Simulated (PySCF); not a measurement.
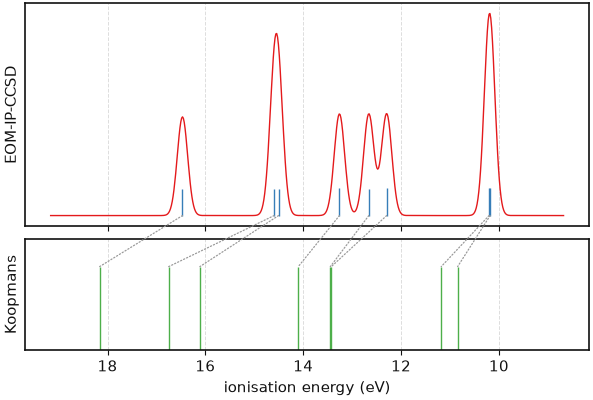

Valence photoelectron lines of C₂H₅NOSi, SMILES [SiH3]OC1=NC1: vertical EOM-IP-CCSD/aug-cc-pVDZ (frozen core, PySCF 2.14.0, at a PBE0-D3(BJ)/def2-SVP geometry (no frequency check); 8 lines, one for each of the 8 highest orbitals, so a line of a deeper orbital can be missing among them) above, Hartree-Fock orbital energies with the sign turned below, non-relativistic; dotted lines join each line to its leading orbital. Stick heights are one-hole weights (summed over degenerate lines), not cross-sections; Gaussian width 0.25 eV.

Question: Do correlation and relaxation change the order of the lines?

Answer: Not among these holes, which come in the order of the orbitals, HOMO, HOMO−1, HOMO−2, HOMO−3, HOMO−4, HOMO−5, HOMO−6, HOMO−7. Some lines lie within 0.1 eV of each other, so their order isn't settled.

Question: List the lines.

Answer:
```tsv
hole	EOM-IP-CCSD (eV)	Koopmans (eV)	one-hole weight
HOMO	10.18	10.84	0.95
HOMO-1	10.20	11.18	0.95
HOMO-2	12.29	13.43	0.95
HOMO-3	12.66	13.45	0.95
HOMO-4	13.26	14.10	0.95
HOMO-5	14.50	16.11	0.94
HOMO-6	14.59	16.75	0.92
HOMO-7	16.47	18.16	0.92
```

Caveats: small basis, so the lines can lie some tenths of an eV too low; one conformer of a flexible molecule.
